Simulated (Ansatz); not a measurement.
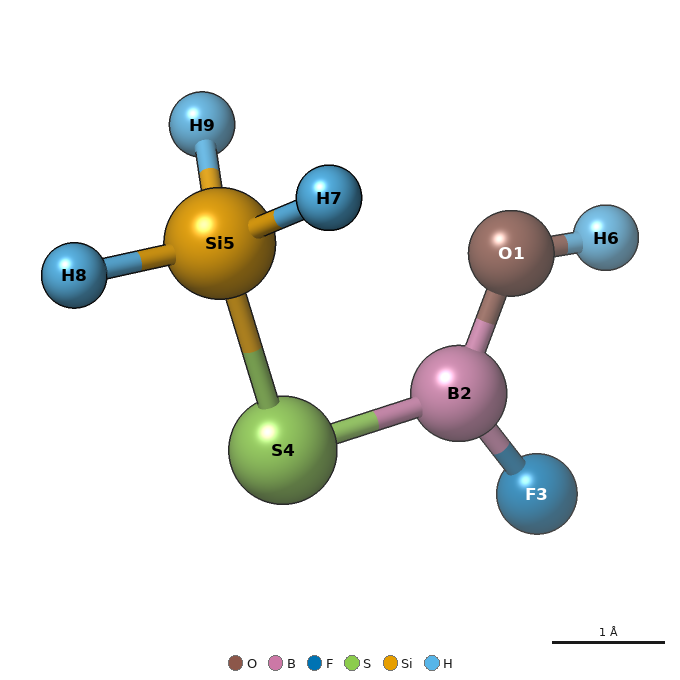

Orthographic view. Atoms fade into the background with distance from the viewer. The computed structure is the end point of a PBE0-D4/def2-TZVP optimisation. No frequency run is at hand to confirm it as a minimum.

Write the connection table.

O1: B2, H6
B2: O1, F3, S4
F3: B2
S4: B2, Si5
Si5: S4, H7, H8, H9
H6: O1
H7: Si5
H8: Si5
H9: Si5
